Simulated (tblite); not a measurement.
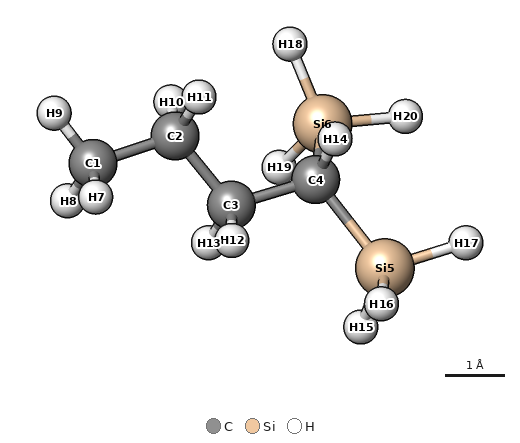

Fig. 1: The starting structure (ball-and-stick view, seen at a tilt; atoms are numbered from 1 in the order of the input).

**C4H14Si2: molecular dynamics (part 1 of 2)**

- system: C4H14Si2
- method: GFN2-xTB Langevin dynamics, gas phase (tblite 0.8.0)

It belongs to a series of runs on one base structure; here: H on C replaced by nPr.

**The input**
```
{"job": {"kind": "md", "xc": "GFN2-xTB", "basis": "xTB", "temperature": 600, "steps": 2000, "every": 50}, "charge": 0, "multiplicity": 1}
C     -2.863757     0.361902    -0.386805
C     -1.453849     0.694162     0.087698
C     -0.476615    -0.444970    -0.190790
C      0.934930    -0.177977     0.341610
Si     1.992913    -1.759777     0.222072
Si     1.772367     1.318204    -0.492499
H     -3.232908    -0.534240     0.108328
H     -2.872664     0.186131    -1.460565
H     -3.544827     1.181147    -0.167104
H     -1.108121     1.599948    -0.414865
H     -1.470249     0.897011     1.161856
H     -0.874012    -1.356848     0.267630
H     -0.433266    -0.621549    -1.268913
H      0.842760     0.058789     1.408243
H      2.116809    -2.177774    -1.175968
H      1.344476    -2.835868     0.980540
H      3.321066    -1.516056     0.786270
H      1.188949     2.585425    -0.038514
H      1.614233     1.213046    -1.944889
H      3.196615     1.339974    -0.151824
```

The first line tells a small driver script what to run in tblite; the rest is the geometry in Å.

Machine: 1 CPU thread, shared host.

Launched with:
```bash
OMP_NUM_THREADS=1 python <driver script> task.json out
```

**What the program printed**
```
t/fs     T/K      E/eV
    0.0   492.8   -521.23416
   25.0   474.0   -520.58165
   50.0   378.9   -520.30258
   75.0   377.5   -520.06280
  100.0   509.5   -520.23477
  125.0   456.3   -520.22750
  150.0   556.4   -520.24334
  175.0   537.1   -519.92101
  200.0   487.2   -519.69036
  225.0   479.4   -519.75849
  250.0   655.3   -519.92300
  275.0   660.2   -520.03346
  300.0   682.6   -520.04792
  325.0   656.6   -519.66084
  350.0   522.0   -519.52553
  375.0   567.8   -519.56956
  400.0   713.2   -520.07965
  425.0   660.6   -519.96889
  450.0   584.7   -519.48422
  475.0   715.7   -519.80137
  500.0   690.0   -519.76409
  525.0   579.5   -519.87931
  550.0   567.7   -519.89942
  575.0   619.6   -520.32357
  600.0   599.1   -519.87803
  625.0   636.8   -519.98571
  650.0   592.4   -519.76853
  675.0   588.8   -519.60329
  700.0   509.1   -519.89389
  725.0   575.6   -519.71836
  750.0   401.2   -519.32406
  775.0   596.8   -519.94850
  800.0   606.4   -519.89840
  825.0   606.9   -519.59974
  850.0   652.3   -519.83522
  875.0   654.1   -519.68169
  900.0   650.7   -519.89337
  925.0   584.8   -519.91508
  950.0   619.4   -519.86171
  975.0   612.2   -519.90712
 1000.0   638.9   -519.80249
```

**Trajectory as extended XYZ (Å, eV, eV/Å), 24 of the 41 frames kept, from step=0 to step=40**
```
20
Properties=species:S:1:pos:R:3:forces:R:3 step=0 time_fs=0.0 energy=-521.23416 temperature=492.8
C    -2.8638    0.3619   -0.3868    0.0035   0.0004   0.0010
C    -1.4538    0.6942    0.0877   -0.0014   0.0006  -0.0009
C    -0.4766   -0.4450   -0.1908   -0.0026   0.0004   0.0008
C     0.9349   -0.1780    0.3416   -0.0012  -0.0032   0.0006
Si    1.9929   -1.7598    0.2221    0.0022  -0.0022  -0.0010
Si    1.7724    1.3182   -0.4925    0.0040   0.0037   0.0000
H    -3.2329   -0.5342    0.1083   -0.0009   0.0049   0.0020
H    -2.8727    0.1861   -1.4606    0.0017  -0.0006   0.0030
H    -3.5448    1.1811   -0.1671   -0.0024  -0.0038  -0.0036
H    -1.1081    1.5999   -0.4149   -0.0035  -0.0026  -0.0016
H    -1.4702    0.8970    1.1619   -0.0043   0.0017  -0.0024
H    -0.8740   -1.3568    0.2676    0.0015   0.0007   0.0031
H    -0.4333   -0.6215   -1.2689    0.0062  -0.0007   0.0025
H     0.8428    0.0588    1.4082    0.0082  -0.0019   0.0042
H     2.1168   -2.1778   -1.1760   -0.0012   0.0038   0.0005
H     1.3445   -2.8359    0.9805   -0.0024   0.0037  -0.0067
H     3.3211   -1.5161    0.7863   -0.0022  -0.0017   0.0010
H     1.1889    2.5854   -0.0385   -0.0003   0.0005  -0.0011
H     1.6142    1.2130   -1.9449    0.0011   0.0000  -0.0015
H     3.1966    1.3400   -0.1518   -0.0061  -0.0036   0.0002
20
Properties=species:S:1:pos:R:3:forces:R:3 step=2 time_fs=50.0 energy=-520.30258 temperature=378.9
C    -2.9341    0.3353   -0.1153   -1.3888  -0.4381  -0.9810
C    -1.5563    0.6891    0.3818   -0.3090   0.9936   0.2930
C    -0.5956   -0.2678   -0.2478    0.0276  -2.1069   0.9054
C     0.8203   -0.0979    0.2683    0.8980  -1.1126   0.2824
Si    1.8859   -1.7841    0.4027   -0.6514   1.5792   0.7241
Si    1.7213    1.3470   -0.5247    0.5077   0.8684  -1.0280
H    -3.3131   -0.7161    0.0209    0.6031   1.0598   0.5899
H    -2.9817    0.4419   -1.2028    0.5333  -0.0808  -0.2353
H    -3.6855    1.0629    0.1582   -0.2712  -0.0699   0.8349
H    -1.3451    1.7167    0.0360    0.0441  -0.2087  -0.0113
H    -1.4548    0.7633    1.4918   -0.2592  -0.5469  -0.6794
H    -0.9911   -1.3211   -0.0005    0.6125   1.0743  -0.1760
H    -0.6540   -0.2157   -1.3275    0.1829   0.2142  -0.2236
H     0.8290    0.0426    1.3385   -0.6018   0.6615   0.6110
H     1.7349   -2.2232   -0.8968    0.1982  -0.9290  -2.1185
H     1.1535   -2.8055    1.1655    0.2493   0.2117   0.3410
H     3.2399   -1.3408    0.7687   -0.2469  -0.3624   0.1350
H     1.5052    2.8318   -0.1190   -0.0765  -1.1870  -0.1906
H     1.4766    1.2292   -2.0372    0.0988   0.1837   0.9467
H     3.1595    1.0866   -0.2883   -0.1505   0.1960  -0.0196
20
Properties=species:S:1:pos:R:3:forces:R:3 step=3 time_fs=75.0 energy=-520.06280 temperature=377.5
C    -3.0631    0.3737    0.0150   -0.7071   0.7412  -1.9915
C    -1.6384    0.6555    0.4066    0.4495   0.7054   1.6849
C    -0.5866   -0.3060   -0.1159    0.1785  -0.7766   1.8154
C     0.8289   -0.0103    0.4623    1.0272  -0.2640  -1.6828
Si    1.7690   -1.6505    0.3542    1.2694  -1.0535  -0.5813
Si    1.7432    1.4027   -0.5378   -0.6057  -1.0726  -0.6861
H    -3.2807   -0.6511    0.1437   -0.2502  -1.1467   0.4548
H    -3.3859    0.5706   -1.0521    0.9754   0.0356   0.7364
H    -3.7539    0.9711    0.5767   -0.2169   0.2136   0.5830
H    -1.3419    1.7342    0.2431   -0.3114  -1.1109   0.0084
H    -1.6372    0.4721    1.5509    0.1566   0.5729  -1.4008
H    -0.9166   -1.3517    0.1838    0.2683   0.9141  -0.0524
H    -0.4605   -0.3733   -1.1661   -0.2406   0.3942  -1.0899
H     1.0027    0.2797    1.4893   -0.9921   0.0784   0.4069
H     2.1304   -2.3771   -1.0037   -1.0462   0.6215   1.0427
H     1.4274   -2.4465    1.5466   -0.6467  -0.2617  -0.3777
H     3.1573   -1.5685    0.7335    0.7773   0.5996   0.1619
H     1.1492    2.5773   -0.0216   -0.3829   1.1467   0.4319
H     1.2558    1.3143   -1.9613    0.4176  -0.0643   0.5308
H     3.1950    1.5624   -0.4312   -0.1199  -0.2731   0.0054
20
Properties=species:S:1:pos:R:3:forces:R:3 step=5 time_fs=125.0 energy=-520.22750 temperature=456.3
C    -3.0046    0.2536    0.2200   -1.5011  -0.6178   1.8582
C    -1.6486    0.8327    0.6948   -0.7575  -1.9000  -1.8466
C    -0.6806   -0.2991    0.3019    0.3465   0.0378  -0.4443
C     0.8020   -0.0389    0.5310    0.6868   1.3809  -1.3746
Si    1.7467   -1.6840    0.2625   -0.7668   0.2793   1.6119
Si    1.5682    1.5014   -0.5589   -1.2398   0.0440  -0.0061
H    -3.1633   -0.8448    0.3675    0.9924   0.5693   0.1193
H    -3.2779    0.3878   -0.7784    0.2474   0.6103  -1.6845
H    -3.8890    0.6106    0.7801    0.5156   0.5762   0.0762
H    -1.3671    1.7344    0.1843   -0.2084   0.4691  -0.1165
H    -1.6990    0.9555    1.7474    0.2399   0.2467   0.8450
H    -0.9217   -1.0775    1.0121   -0.2643  -0.7589  -0.2073
H    -0.8465   -0.6528   -0.7649   -0.0315   0.4685   1.2366
H     0.8461    0.3358    1.5459    0.4700  -0.0787   0.3905
H     1.6086   -2.0613   -1.0949   -0.3306  -0.4500  -0.9564
H     1.1977   -2.6193    1.3272    0.2574   0.2885  -0.7079
H     3.1540   -1.5813    0.4755    0.8074   0.1532   0.2473
H     0.9070    2.8177   -0.2006    0.3050  -0.5680   0.1954
H     1.1230    1.5712   -2.0605    0.6539  -0.5358   1.1085
H     2.9972    1.6654   -0.1765   -0.4223  -0.2147  -0.3445
20
Properties=species:S:1:pos:R:3:forces:R:3 step=7 time_fs=175.0 energy=-519.92101 temperature=537.1
C    -3.0810    0.5472    0.5736    0.6158   3.7970  -3.6382
C    -1.5898    0.7805    0.8171    0.7231  -0.1551   1.8057
C    -0.6555   -0.4850    0.7164   -0.4684   1.0525   0.5827
C     0.8367   -0.1220    0.6348    0.9198  -0.3383   1.8259
Si    1.8203   -1.7912    0.1380   -0.5643   1.3099   0.4409
Si    1.4131    1.3401   -0.5674   -0.4206  -0.9187   1.2659
H    -3.6360    0.0823    1.2469   -1.7181  -2.0087   3.4479
H    -3.3237    0.0699   -0.3598    0.7166  -0.7908  -0.6321
H    -3.6769    1.5364    0.3343    1.3952  -1.0261   0.9495
H    -1.1666    1.4367    0.0720   -0.3548   0.3241  -0.2217
H    -1.4136    1.3130    1.8388   -0.4266  -0.9224  -1.4647
H    -0.8589   -1.2633    1.4859    0.1537   0.7395  -0.2410
H    -0.8949   -0.9079   -0.2134   -0.5820  -0.8062  -1.3666
H     1.1211    0.0609    1.7560   -0.0679   0.2740  -1.7796
H     0.9348   -2.1226   -0.9419    0.0626  -0.3472  -0.9738
H     1.4687   -2.8661    1.0590    0.3557  -0.0550   0.3585
H     3.2655   -1.5643   -0.1319   -0.5709  -0.1744   0.1294
H     0.5733    2.5390   -0.6703    0.1314   0.0684   0.1714
H     1.3885    0.7576   -1.8852    0.1232  -0.1586  -0.5020
H     2.7532    1.6397   -0.0579   -0.0237   0.1361  -0.1582
20
Properties=species:S:1:pos:R:3:forces:R:3 step=9 time_fs=225.0 energy=-519.75849 temperature=479.4
C    -3.0387    0.5507    1.0389   -0.1611  -4.2343   0.7471
C    -1.5572    0.7704    1.0929    0.2437   0.5686  -2.6767
C    -0.8348   -0.4513    0.5611    0.2729  -1.6258  -0.8114
C     0.7379   -0.2595    0.6608   -2.2281   1.1303   1.7737
Si    1.9548   -1.6191    0.2035   -0.1420  -1.5417   0.3251
Si    1.3183    1.1273   -0.5068   -0.2149   1.4745   1.7022
H    -3.4401   -0.1798    1.8843    0.9365   1.3867  -1.4653
H    -3.2868    0.0380    0.0779    0.2765   0.0862   0.6166
H    -3.6360    1.3649    1.0256   -1.4816   2.8003   0.4323
H    -1.2976    1.5262    0.2947   -0.5532  -0.1905   0.6621
H    -1.1279    1.1950    1.9513    0.1025   0.0351   1.5792
H    -1.2356   -1.4156    1.0047    0.8578   0.9615   0.2685
H    -1.2254   -0.5784   -0.4936    0.9409   0.2178   0.5796
H     0.7913    0.0693    1.8167    0.5688  -0.7138  -2.2574
H     1.6158   -2.5871   -0.9285    0.1544   0.8595   0.4348
H     1.8778   -2.5322    1.3628    0.2827   0.0261  -0.0552
H     3.2754   -0.9749    0.0236   -0.2256  -0.4022   0.0167
H     0.5171    2.4036   -0.6024    0.4787  -0.6392   0.0246
H     1.5011    0.4827   -1.7202   -0.0507  -0.6392  -1.9596
H     2.6958    1.3693   -0.0594   -0.0580   0.4402   0.0631
20
Properties=species:S:1:pos:R:3:forces:R:3 step=10 time_fs=250.0 energy=-519.92300 temperature=655.3
C    -3.0664    0.4611    1.2236    0.2695  -2.5779   0.9004
C    -1.5638    0.7357    1.1044   -0.1758   0.1397  -2.3658
C    -0.7857   -0.4764    0.4782   -0.3991   0.9274  -0.8615
C     0.7552   -0.2240    0.6171   -1.9065   1.2223   1.1656
Si    2.0037   -1.5763    0.3705    0.0563  -0.9750  -0.2394
Si    1.3082    1.1786   -0.4745   -0.3921  -0.2152  -2.5379
H    -3.1509   -0.6340    1.6473    0.1362   1.5092  -1.0266
H    -3.6203    0.4812    0.2900    0.2120   0.1656   0.0383
H    -3.6041    0.9692    2.0069    0.1619   0.9163  -0.0963
H    -1.2632    1.7223    0.6728   -0.8509  -0.7707  -0.4934
H    -1.1121    0.8163    2.0199    0.5563   0.0221   2.8664
H    -1.1569   -1.2687    1.0712    0.3047  -1.2785   0.9769
H    -1.1861   -0.7818   -0.5281    0.8558   0.8637   0.4032
H     0.8020    0.2518    1.6413    0.3638  -0.7808  -0.5515
H     1.6616   -1.9186   -1.0356    0.3993  -0.2756   0.3552
H     1.7445   -2.6043    1.3767   -0.1119  -0.2687  -0.0410
H     3.4359   -1.2842    0.5903   -0.2696   0.2021  -0.1997
H     0.4720    2.3403   -0.5287   -0.4281   0.5796   0.0762
H     1.2361    0.7172   -2.0228    0.3065   0.3805   1.5340
H     2.5542    1.6191    0.0530    0.9116   0.2140   0.0971
20
Properties=species:S:1:pos:R:3:forces:R:3 step=12 time_fs=300.0 energy=-520.04792 temperature=682.6
C    -3.0017    0.0931    1.4421    1.1363   1.8777   1.8993
C    -1.5166    0.5258    1.2001   -0.3629  -1.1749   1.7014
C    -0.6340   -0.4927    0.4958   -0.3029   1.9515  -1.1030
C     0.8145   -0.0733    0.6134    1.0255  -0.5564  -0.9811
Si    2.0069   -1.6233    0.7728   -0.4878   0.8480  -2.0975
Si    1.4520    1.4390   -0.4381   -0.3742  -0.8608  -0.4616
H    -3.1816   -0.8905    1.1997    0.1058  -2.4125  -0.2268
H    -3.7170    0.6010    0.8249   -0.1955   0.9106   0.1421
H    -3.1633    0.2261    2.5834   -0.3678  -0.0606  -2.0448
H    -1.4070    1.4692    0.7377   -0.2005   1.0056  -0.4146
H    -1.0673    0.5760    2.2237   -0.2825   0.3630  -0.5816
H    -0.8805   -1.4136    0.8905    0.0101  -2.0925   1.0890
H    -0.9023   -0.5544   -0.5405   -0.2145   0.0608  -0.8726
H     0.9213    0.3784    1.5510    0.0163   0.6507   1.9154
H     2.6895   -1.4971   -0.6585   -0.1906  -0.4378   1.4492
H     1.0311   -2.7304    0.6973    0.4434  -0.0964   0.1873
H     2.8171   -1.6034    1.9931    0.0250  -0.0600  -0.2244
H     0.6336    2.6488   -0.4396   -0.1967   0.0194   0.1793
H     1.6726    1.1780   -1.8815   -0.0400  -0.1325   0.3454
H     2.6910    1.7242    0.2440    0.4534   0.1973   0.0995
20
Properties=species:S:1:pos:R:3:forces:R:3 step=14 time_fs=350.0 energy=-519.52553 temperature=522.0
C    -2.8456   -0.4323    1.4737   -1.0592  -0.9527  -1.3316
C    -1.5805    0.3693    1.4267    0.7205   0.7274  -2.6951
C    -0.4799   -0.3078    0.5711   -0.4706  -1.3700   1.2382
C     0.9550    0.0414    1.0139    0.7157  -1.1834   0.5351
Si    1.9888   -1.6442    0.7881    0.9689   1.0877  -1.2542
Si    1.5199    1.4267   -0.1833    0.8829   2.4927   2.9076
H    -2.7419   -1.5281    1.0576   -0.2128   2.1127   0.8349
H    -3.6189    0.1343    0.8576    0.6437  -1.2015   0.8305
H    -3.1388   -0.4419    2.4941   -0.7594  -0.4734   0.6582
H    -1.8152    1.2125    0.7634    0.0136   0.5700   0.6232
H    -1.2254    0.7863    2.3445    0.1767  -0.2990   0.6750
H    -0.6702   -1.4515    0.6345    0.3715   1.5641  -0.1614
H    -0.6712    0.0061   -0.4678    0.3547  -0.4896   0.2971
H     1.1235    0.2115    2.1562   -0.8782   0.2144  -1.8200
H     3.2734   -1.0335    0.1276   -0.7420  -0.7790   0.7537
H     1.5493   -2.6673   -0.2097   -0.1235   0.4737   0.1882
H     2.1002   -2.4646    1.9919    0.0731   0.2513   0.1863
H     0.6851    2.6984   -0.3271    0.1991  -0.9020   0.2126
H     1.7033    0.8237   -1.3842    0.1469  -1.3005  -2.7525
H     2.9247    2.0500    0.1058   -1.0216  -0.5430   0.0743
20
Properties=species:S:1:pos:R:3:forces:R:3 step=16 time_fs=400.0 energy=-520.07965 temperature=713.2
C    -2.9889   -0.7490    1.3745   -0.1638   3.8125   1.8189
C    -1.6255   -0.0213    1.5990    0.5034  -1.9410  -0.8669
C    -0.5597   -0.6026    0.5483   -0.7621   1.5136   2.0930
C     0.8767   -0.1879    0.9338   -0.4963   2.7957   0.3674
Si    2.1550   -1.5164    0.8030    0.0732  -0.1344   0.2760
Si    1.6142    1.4547    0.0522   -0.8084  -0.2893   1.3740
H    -2.8298   -1.7619    1.3250   -0.0992  -2.0908   0.3464
H    -3.3662   -0.3770    0.4735   -0.6036   0.1993  -1.6773
H    -3.7733   -0.3558    2.1330    1.3828  -1.1727  -0.7396
H    -1.6615    1.0243    1.4282   -0.3478   0.9289   0.2204
H    -1.2951   -0.2730    2.6140    0.1432   0.2936  -0.2487
H    -0.7552   -1.6298    0.6332    0.5093  -1.7410   0.0244
H    -0.8755   -0.3366   -0.4379    0.0886   0.5531  -0.6453
H     0.8590    0.2613    2.0103   -0.0533  -1.1702  -1.3500
H     3.3034   -1.1105    1.5298    0.8213   0.3310   0.5741
H     2.6580   -2.0717   -0.4046    0.1708  -0.0318  -1.1354
H     1.5340   -2.6347    1.3940   -0.5270  -1.1967   0.7353
H     0.5327    2.4716   -0.0864    0.3594  -0.3990  -0.1696
H     2.4131    1.0566   -1.0534    0.1492  -0.1655  -1.0287
H     2.6582    2.0611    0.9205   -0.3396  -0.0953   0.0316
20
Properties=species:S:1:pos:R:3:forces:R:3 step=17 time_fs=425.0 energy=-519.96889 temperature=660.6
C    -3.0510   -0.6790    1.3186    2.8526  -1.0366  -2.5172
C    -1.5497   -0.4172    1.6012    0.7147  -0.4523   1.2588
C    -0.5098   -0.7232    0.4611   -1.9941   1.0825   1.1835
C     0.7826   -0.0912    0.9233    1.9646  -0.6182   0.9659
Si    2.2215   -1.4518    0.9762    0.3613   0.8915   0.7051
Si    1.5512    1.4780    0.1313   -0.1675   0.3233  -0.7029
H    -3.2343   -1.7506    1.3473   -0.3731   0.2413   0.0662
H    -3.1629   -0.2963    0.2911   -0.1258  -0.5909  -0.1634
H    -3.7139   -0.0816    1.8099   -1.4174   1.0212   2.1245
H    -1.4260    0.6518    1.7648   -0.1538   0.0867   0.4715
H    -1.1319   -1.0123    2.5617   -1.1438   1.2934  -1.8462
H    -0.6019   -1.7605    0.3477    0.9735  -1.9050   0.1225
H    -0.8928   -0.4135   -0.5024    0.0673   1.0310  -0.2434
H     0.7407    0.2102    2.0306   -0.3966  -0.4981  -1.2661
H     3.3744   -0.8225    1.8019   -0.8041  -0.4946  -0.5418
H     2.7454   -1.6199   -0.3855   -0.1397  -0.2248   0.1279
H     1.8227   -2.7119    1.6770    0.0533   0.4610  -0.3889
H     0.6819    2.4162   -0.6293   -0.2025  -0.2557   0.4240
H     2.5166    1.2183   -0.9690   -0.0185  -0.1985   0.3764
H     2.1828    2.2480    1.2190   -0.0505  -0.1572  -0.1565
20
Properties=species:S:1:pos:R:3:forces:R:3 step=19 time_fs=475.0 energy=-519.80137 temperature=715.7
C    -2.8422   -0.4970    0.8662   -0.9236   0.2895   1.6424
C    -1.4964   -0.6229    1.5592    0.9373   0.5647   1.2289
C    -0.3697   -0.6518    0.4951   -0.3565  -1.6425   0.3311
C     0.9580   -0.0653    1.0968    0.9727  -3.5161  -4.5832
Si    2.4227   -1.4660    1.4025    0.0547   1.9986  -0.4389
Si    1.3623    1.4273    0.1054    0.8392   2.3726   1.0426
H    -3.0387   -1.4870    0.4615   -0.4282   0.3653  -0.3603
H    -2.8142    0.3041    0.1381    0.0452  -0.2368  -0.3278
H    -3.6848   -0.1876    1.5807    1.1208  -0.7281  -0.7565
H    -1.2278    0.2597    2.2235   -0.8966  -0.7872  -0.5236
H    -1.4378   -1.5642    2.2381   -0.1651   1.4629  -1.0853
H    -0.3206   -1.7390    0.2807    0.6613   0.2817  -0.2075
H    -0.7439   -0.2421   -0.4745    0.5736   0.3010   0.8751
H     0.7778    0.1048    2.0473   -0.8691   1.3749   4.4311
H     3.5610   -0.9250    2.2179   -0.6189   0.0043  -0.1359
H     3.1458   -1.9798    0.2615   -0.1239  -0.1036  -0.5270
H     1.7926   -2.5141    2.1056   -0.5670  -0.8821   0.5753
H     1.1296    1.5569   -1.2942   -0.1383  -0.3657  -0.7318
H     2.6968    1.9632    0.4379    0.2174  -0.4270  -0.2311
H     0.6617    2.5998    0.7199   -0.3352  -0.3264  -0.2176
```
